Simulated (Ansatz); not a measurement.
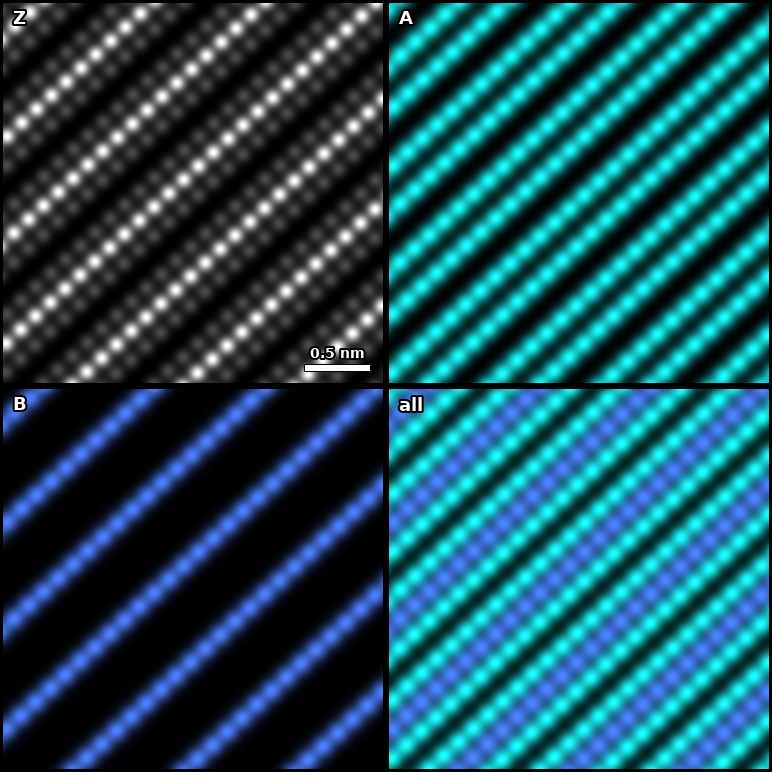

WSe$_{2}$ (P6_3/mmc, No. 194) along [210]. Panel Z: Simulated incoherent Z contrast: every atom adds Z^1.6 spread by a probe of 1.04 Å full width; channelling and multiple scattering are left out. The probe carries 25 % of its weight in a tail 2.5 times as wide. The other panels are simulated element maps (the number of atoms of one element along the beam, blurred by 1.4 Å; each on its own scale, no channelling); the last overlays them. Structure: coordinates from a relaxation at fixed volume with Ansatz 0.2.0, DFT PBE+D3(BJ), scalar-relativistic, plane waves, PAW.

```
W Se
1.0
     3.17986    0.00000    0.00000
    -1.58993    2.75384    0.00000
     0.00000    0.00000   11.96668
W Se
2 4
Direct
  0.33333 0.66667 0.25000
  0.66667 0.33333 0.75000
  0.33333 0.66667 0.60832
  0.66667 0.33333 0.10832
  0.33333 0.66667 0.89168
  0.66667 0.33333 0.39168
```

Which element does each lettered map show?

Answer. A: Se, B: W. The projected cell (1.59 × 11.97 Å, 90°) holds 6 columns: 4 of Se and 2 of W. No column is shared by two of the mapped elements.
